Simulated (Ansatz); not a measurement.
# CH₂BrClGe (SMILES [CH2]=[Ge]([Cl])[Br]): what the fields show

```csv
atom,x (Å),y (Å),z (Å)
C,-1.5898,-1.6295,-0.0068
Br,1.5205,0.1985,0.2318
Cl,0.9400,-2.3383,-2.2503
Ge,0.0383,-1.3221,-0.6036
H,-1.9628,-1.0601,0.8395
H,-2.2016,-2.3843,-0.4929
```

Geometry: PBE0-D3(BJ)/pcseg-1.

These are results of isolated molecule in a Gaussian basis; Kohn-Sham density functional theory, functional PBE0 (Ansatz 0.2.0), not measurements.

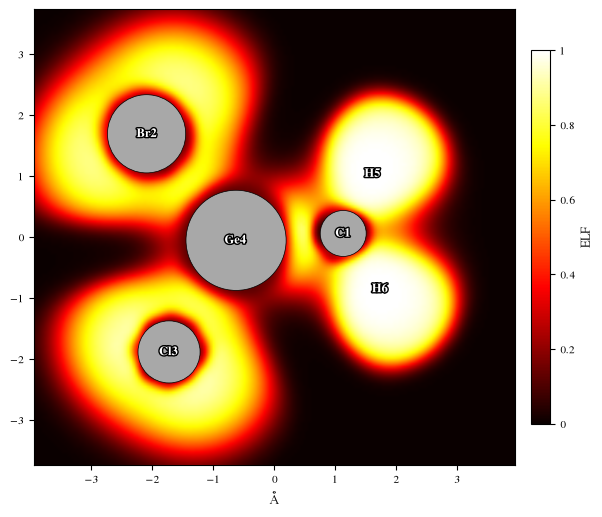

Figure 1. Electron localisation function on the molecular plane. Grey discs cover the atomic cores.

**What do the fields say about this system?**

- Atoms in the plane: C, Br, Cl, Ge and H.
- C–Ge (1.76 Å): the ELF peaks at about 0.85 in the valence shell of C, 0.7 Å from its nucleus, and is about 0.50 at the midpoint.
- Ge–Cl (2.13 Å): the ELF peaks at about 0.80 in the valence shell of Cl, 0.9 Å from its nucleus, and is about 0.70 at the midpoint.
- Ge–Br (2.28 Å): the ELF peaks at about 0.75 in the valence shell of Br, 1.1 Å from its nucleus, and is about 0.75 at the midpoint.
- C–H (1.09 Å): the ELF climbs to about 1 towards the hydrogen, as it does in any bond to H: a covalent bond by its length.
- The ELF also peaks beside Cl3 and Br2, away from the bonds: lone-pair regions.

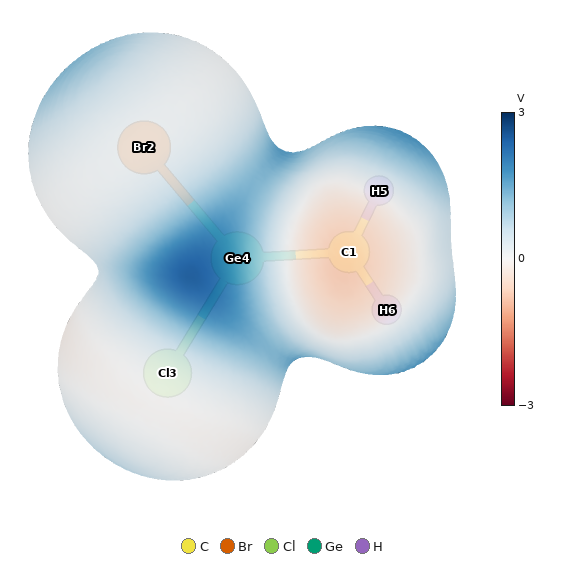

Figure 2. The electrostatic potential painted on the density surface at 0.004 e/bohr³, seen across its widest extent; red is negative and blue positive.

**Describe the electrostatic potential map.**

The most negative region (about −0.7 V) lies over the π face of C1, the most positive (about +2.4 V) over Ge4. Br2 shows a σ-hole: about +1.3 V at the tip opposite its bond, against about +0.1 V on its flanks. Cl3 shows a σ-hole: about +0.8 V at the tip opposite its bond, against about 0.0 V on its flanks.

**How polar is the molecule by this calculation?**

Its dipole moment is 0.50 D.

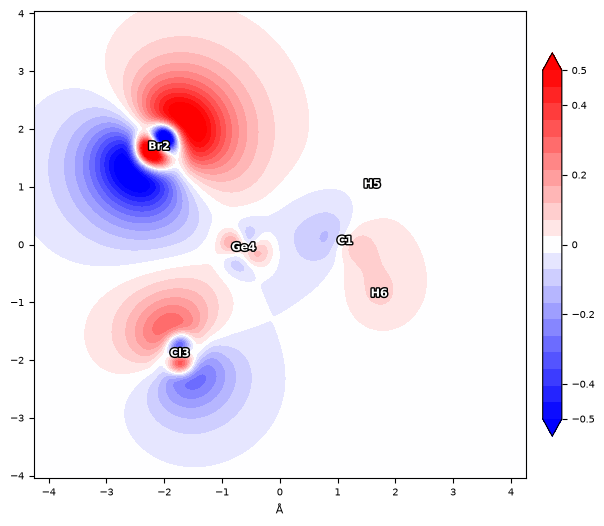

Figure 3. The HOMO−1 on the molecular plane (values in Å⁻³ᐟ²; the overall sign is arbitrary).

**Describe this orbital and give its energy.**

By Hirshfeld shares it lies mainly on Br2 (about 80 %) and Cl3 (about 10 %); it is symmetric in the molecular plane (an in-plane orbital: σ, lone-pair or in-plane π type); largely a lone pair of Br2. Its energy is −9.08 eV.

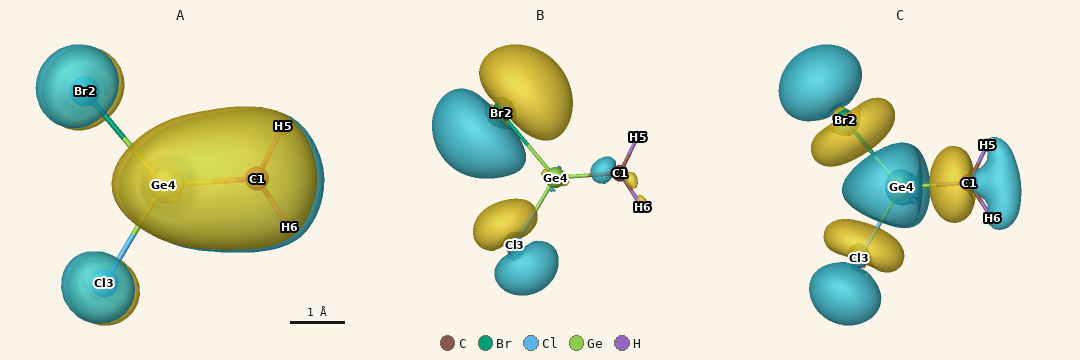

Figure 4. Three frontier orbitals at ±0.08 Å⁻³ᐟ² (yellow and cyan are the two phases), in no order.

**Which picture is the HOMO−1, the HOMO and the LUMO?**

B is the HOMO−1 (−9.08 eV). By Hirshfeld shares it lies mainly on Br2 (about 80 %) and Cl3 (about 10 %); it is symmetric in the molecular plane (an in-plane orbital: σ, lone-pair or in-plane π type); largely a lone pair of Br2. A is the HOMO (−6.81 eV). Its weight (Hirshfeld) is mainly on C1 (about 50 %), Ge4 (about 30 %) and Br2 (about 5 %); it changes sign across the molecular plane (π type); π-bonding across C1–Ge4. C is the LUMO (−2.13 eV). Its weight (Hirshfeld) is mainly on Ge4 (about 35 %), Br2 (about 30 %), Cl3 (about 20 %) and C1 (about 10 %); it is symmetric in the molecular plane (an in-plane orbital: σ, lone-pair or in-plane π type).

**What is the HOMO–LUMO gap?**

4.68 eV between the orbital energies.
